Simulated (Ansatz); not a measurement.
## Fields on a plane of Sr2ZnMoO6 (space group I4/m)

```yaml
crystal:
  lattice:
    - [-2.78105, 2.78105, 4.00969]
    - [2.78105, -2.78105, 4.00969]
    - [2.78105, 2.78105, -4.00969]
  atoms:
    - { symbol: Sr, position: [0.25000, 0.75000, 0.50000] }
    - { symbol: Sr, position: [0.75000, 0.25000, 0.50000] }
    - { symbol: Zn, position: [0.50000, 0.50000, 0.00000] }
    - { symbol: Mo, position: [0.00000, 0.00000, 0.00000] }
    - { symbol: O, position: [0.28115, 0.19793, 0.47908] }
    - { symbol: O, position: [0.71885, 0.80207, 0.52092] }
    - { symbol: O, position: [0.19793, 0.71885, 0.91678] }
    - { symbol: O, position: [0.80207, 0.28115, 0.08322] }
    - { symbol: O, position: [0.23926, 0.23926, 0.00000] }
    - { symbol: O, position: [0.76074, 0.76074, 0.00000] }
```

The slice is a (001) plane (indices of the conventional cell) through the point (0.802, 0.281, 0.083) (fractional), spanned by u = [101] and v = [011] in vectors of this cell: u (5.56 Å) and v (5.56 Å, at 90° to u). It covers one period; positions are fractions (u, v).

Atoms on it: Zn at (0.70, 0.22); Mo at (0.20, 0.72); O at (0.48, 0.92); O at (0.92, 0.52); O at (0.40, 0.44); O at (0.00, 0.00).

Calculation: r2SCAN (plane waves to 500 eV, PAW, scalar-relativistic; Ansatz, a first-principles code). k mesh 8×8×8. Near the nuclei the fields are pseudised (PAW); where an atom keeps semicore shells as valence, they peak there. Sr2ZnMoO6 is run without spin polarisation. Sr2ZnMoO6 was relaxed with its symmetry unable to fall.

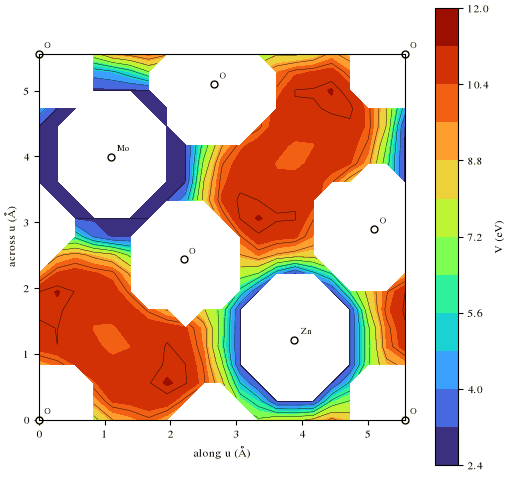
Figure: Electrostatic potential energy of an electron, from the cell's mean, in eV, one period of the plane, atoms marked. Points within 0.8 Å of a nucleus are left white, as the pseudised field means little there. Values under 3 eV are set to 3. The zero, the cell's mean, hangs on the PAW cores.

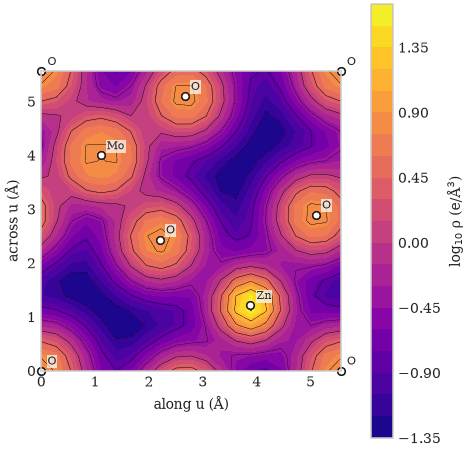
Log₁₀ of the valence density in e/Å³, one period of the plane, atoms marked. The scale is logarithmic, as a density can span decades between atoms and voids.

The density on the Mo–O line (1.91 Å) at its density minimum, 1.0 Å from Mo is 1.06 e/Å³. The ELF at that point comes out as 0.3.
